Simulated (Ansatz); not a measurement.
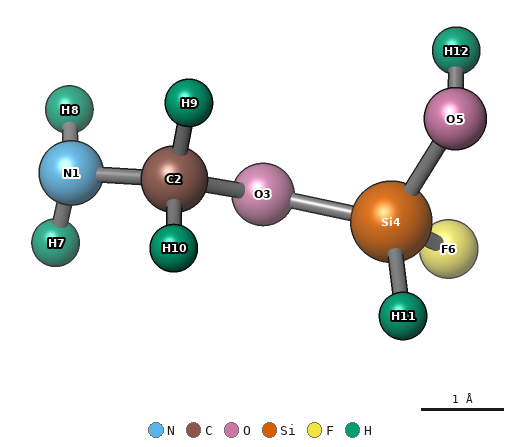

Starting structure of CH6FNO2Si. Style: ball-and-stick. Shown at a tilt.

The start comes from PBE-D4/def2-SVP.

Computed with RKS PBE0-D4/def2-TZVP in Ansatz 0.2.0.

Input file:
```yaml
crystal:
  periodic: [false, false, false]
  atoms:
    - {symbol: N, position_ang: [0.759508, -1.675368, 1.500271]}
    - {symbol: C, position_ang: [0.819972, -0.668478, 0.498772]}
    - {symbol: O, position_ang: [-0.488418, -0.196205, 0.095337]}
    - {symbol: Si, position_ang: [-0.802208, 0.816908, -1.183196]}
    - {symbol: O, position_ang: [-0.258835, 2.372314, -0.955018]}
    - {symbol: F, position_ang: [-2.428439, 0.807022, -1.298766]}
    - {symbol: H, position_ang: [0.226476, -2.487993, 1.166949]}
    - {symbol: H, position_ang: [0.280133, -1.325173, 2.338698]}
    - {symbol: H, position_ang: [1.406590, 0.195019, 0.885203]}
    - {symbol: H, position_ang: [1.350072, -1.074601, -0.392695]}
    - {symbol: H, position_ang: [-0.197402, 0.360929, -2.465031]}
    - {symbol: H, position_ang: [-0.590449, 2.820425, -0.156725]}
basis:
  gaussian: {orbitals: def2-TZVP}
hamiltonian: {xc: pbe0, dispersion: d4}
relax: {f_tol: 0.005, max_steps: 150}
```

Command:
```bash
ansatz run in.yaml --threads 4 --pin off --events-out ev --progress --plain --max-ram 10444MiB
```

Predict the outcome.

After 17 accepted moves (18 points after the start) the energy has fallen by 0.115 eV. Largest force component: 1.4 eV/Å at the start, 0.0032 eV/Å at the end. The line search rejected the trial step at point 5 of the run. The largest move after the best rigid fit is that of H10, 0.23 Å. By element the largest moves are H 0.23 Å, O 0.14 Å, F 0.12 Å, C 0.10 Å, N 0.08 Å, Si 0.06 Å. Among the contacts that change: Si4–F6 1.630 → 1.588 Å, O3–Si4 1.661 → 1.623 Å, Si4–O5 1.663 → 1.627 Å, C2–H9 1.113 → 1.093 Å. Bond angles that change, for instance: Si4–O5–H12 115.6° → 119.2°.

Final geometry:

```xyz
12

N     0.7489   -1.7083    1.4239
C     0.8018   -0.5869    0.5620
O    -0.4979   -0.1306    0.1649
Si   -0.8241    0.7843   -1.1350
O    -0.2060    2.2877   -1.0598
F    -2.4101    0.8470   -1.1925
H     0.3039   -2.4988    0.9763
H     0.2412   -1.4969    2.2729
H     1.3113    0.2341    1.0738
H     1.3794   -0.8525   -0.3299
H    -0.3034    0.1997   -2.3814
H    -0.4680    2.8658   -0.3415
```

After the run, drawn alike:

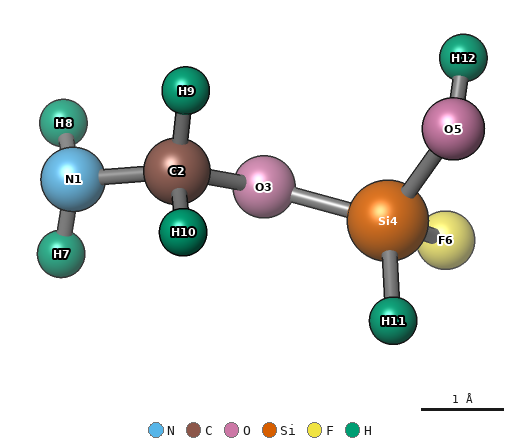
